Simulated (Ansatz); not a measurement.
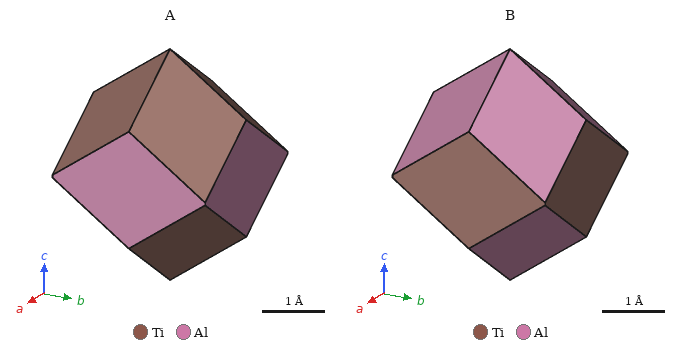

Computed Voronoi cells of the 2 sites of this structure, drawn to one scale and in one orientation; each face has the colour of the neighbour behind it.

TiAl, space group P4/mmm (No. 123), a = 2.837 Å, b = 2.837 Å, c = 4.059 Å, α = 90.00°, β = 90.00°, γ = 90.00°

```tsv
site	Wyckoff	x	y	z
Ti	1a	0.0000	0.0000	0.0000
Al	1d	0.5000	0.5000	0.5000
```

Source: a calculation's input that goes back to an entry of the Crystallography Open Database (an earlier step may have relaxed or displaced it).

**Which cell belongs to which site?**

A is Al (12 faces above 1 % of the solid angle, 16.3 Å³, mostly facing Ti); B is Ti (12 faces above 1 % of the solid angle, 16.3 Å³, mostly facing Al).
